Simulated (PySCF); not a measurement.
# C5H12OSi: the cost of one run

Computed with PySCF 2.14.0 and routines of our own; the level stands in each step. Atoms count from 0.

## 1. The starting structure

19 atoms, charge 0, multiplicity 1; geometry from: GFN2-xTB.

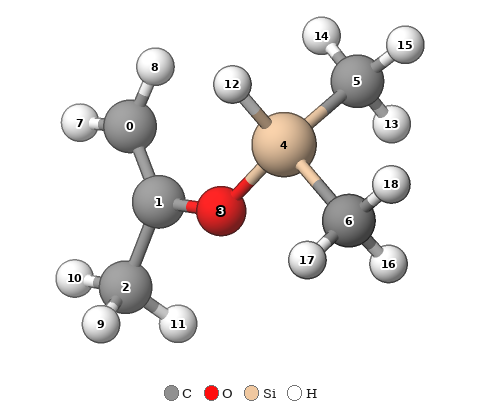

The starting geometry (carbon grey, oxygen red, silicon light orange, hydrogen white).

## 2. Magnetic properties: GIAO wB97X-D/pcSseg-1

What the job is given:

```
{"job": {"kind": "mag", "xc": "wB97X-D", "basis": "pcSseg-1", "isotopologues": 2}, "charge": 0, "multiplicity": 1}
C      1.884134    -1.029814     0.824761
C      1.589499    -0.052775    -0.019031
C      2.573472     0.556363    -0.973591
O      0.367180     0.518341    -0.118971
Si    -1.088250     0.238448     0.566841
C     -1.757294    -1.494634     0.152519
C     -2.161373     1.583888    -0.222359
H      2.872686    -1.446029     0.865788
H      1.148598    -1.432843     1.495985
H      2.648365     1.626386    -0.786599
H      3.552082     0.100200    -0.864880
H      2.223425     0.421803    -1.995896
H     -1.006296     0.400613     2.026897
H     -1.735529    -1.676031    -0.919340
H     -1.172290    -2.279081     0.623816
H     -2.783864    -1.612042     0.484159
H     -2.249465     1.452494    -1.296569
H     -1.753105     2.573628    -0.046730
H     -3.161779     1.560334     0.195737
```

Method: GIAO wB97X-D/pcSseg-1 magnetisability, rotational g tensor and spin-rotation constants, non-relativistic, gas phase.

The run is started by

```bash
$ OMP_NUM_THREADS=1 python excited_run.py task.json out
```

The driver reads the jobs from task.json and runs them one after another.

**Question.** How long does this first job take on 1 thread of Arm Neoverse N1, shared host, and how much memory does it need?

About 88 s, with a peak of 0.89 GiB.
